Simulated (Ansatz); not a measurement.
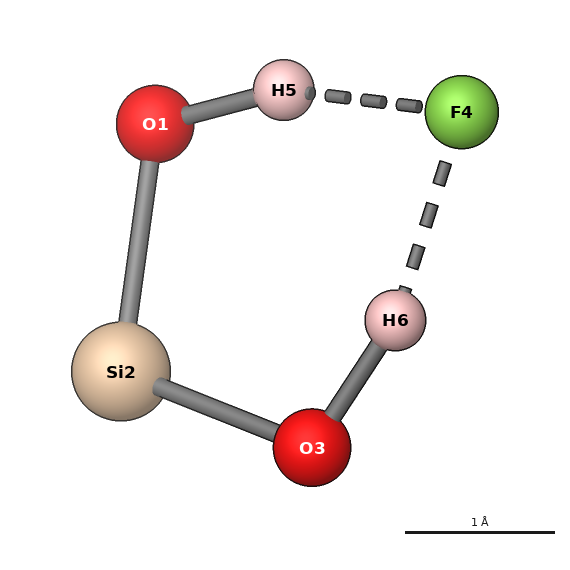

Broken lines mark hydrogen bonds. Charge −1, singlet. The geometry was computed by an optimisation with PBE-D4/def2-SVPD. No frequency run is at hand to confirm it as a minimum.

Give donor, acceptor, H···A distance and D–H···A angle of each hydrogen bond.

```csv
D–H···A,D–H (Å),H···A (Å),angle (°),kind
O1–H5···F4,1.05,1.47,161,intermolecular
O3–H6···F4,1.05,1.47,161,intermolecular
```
